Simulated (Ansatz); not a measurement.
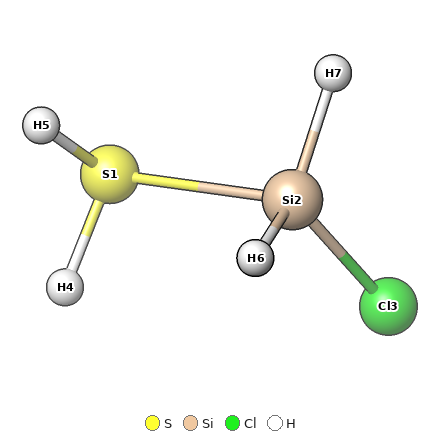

The system is ClH₄SSi, SMILES [SH2+][SiH2]Cl, charge +1; the picture shows the reference structure. Coordinates scanned: (1) angle H4–S1–Si2; (2) dihedral H4–S1–Si2–Cl3. Nothing is relaxed (all other coordinates rigid). The scan uses a 15 × 15 grid. Points are written as (first, second). All energies are given in kJ/mol relative to the relaxed molecule at the same level. Level of theory: Ansatz 0.2.0, RHF/def2-TZVP.

Its coordinates:

```yaml
atoms:
  - { symbol: S, position_ang: [-0.8380, 0.0360, -1.1561] }
  - { symbol: Si, position_ang: [0.7889, -0.0966, 0.5000] }
  - { symbol: Cl, position_ang: [0.9731, -2.0655, 0.7682] }
  - { symbol: H, position_ang: [-1.8985, -0.3732, -0.4564] }
  - { symbol: H, position_ang: [-1.1220, 1.3394, -1.0952] }
  - { symbol: H, position_ang: [0.1953, 0.6138, 1.6224] }
  - { symbol: H, position_ang: [1.9012, 0.5460, -0.1828] }
```

Range: angle H4–S1–Si2 from 54.5 to 144.5°; dihedral H4–S1–Si2–Cl3 from −180 to 156°.

What will the energy surface look like?

Answer. The lowest grid point is at (99.5°, 60°), 0.27 kJ/mol from the relaxed molecule at the same level; the map holds 2 wells of about this depth. There is a further well near (99.5°, −156°) (1.2 kJ/mol above the lowest at that grid point). The highest grid point, (54.5°, 12°), lies 117 kJ/mol above the lowest. On the interpolated surface the easiest way out of the lowest well to the well at about (98°, −50°) passes a barrier of about 4.7 kJ/mol, counted from the interpolated bottom of the well. Round the minimum the two coordinates are weakly coupled (coupling −0.12 in units of the two stiffnesses).

```csv
"dihedral H4–S1–Si2–Cl3 ↓, angle H4–S1–Si2 →",54.5,60.9,67.4,73.8,80.2,86.6,93.1,99.5,105.9,112.4,118.8,125.2,131.6,138.1,144.5
156,114,84,59,39,24,13,6,4,5,11,20,32,47,65,84
132,116,87,62,42,26,15,8,5,6,11,20,32,47,65,84
108,115,86,61,41,25,13,6,3,4,10,19,31,46,64,83
84,113,83,57,37,21,10,3,1,2,8,17,30,46,64,83
60,111,81,55,35,20,9,2,0,2,9,18,31,47,66,85
36,114,84,58,37,22,11,5,3,5,11,21,34,50,69,88
12,118,87,61,41,25,13,7,5,7,13,23,36,52,71,90
−12,117,86,60,39,23,12,6,4,6,12,22,36,52,70,89
−36,111,81,55,34,19,9,3,1,4,11,21,34,50,69,88
−60,109,78,53,33,18,8,2,1,4,11,21,34,50,69,88
−84,112,82,56,37,21,11,5,3,6,12,22,36,51,70,89
−108,116,86,61,41,25,14,7,5,7,13,23,35,51,69,88
−132,117,87,61,41,24,13,6,4,5,11,21,33,49,66,86
−156,114,84,58,38,22,11,4,2,3,9,18,31,46,64,83
−180,113,82,57,37,21,10,4,2,3,9,19,31,46,64,83
```

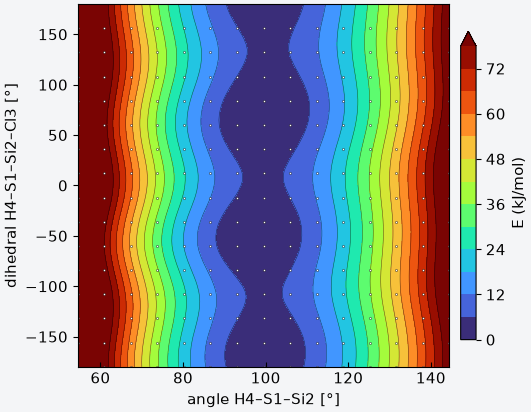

In the figure: filled contours, dots at the grid points, one colour for all values above the top of the scale. Between grid points the surface is interpolated.

Time for the 225 points that were run: 11 min on 1 thread of Arm Neoverse V1, on a shared host.
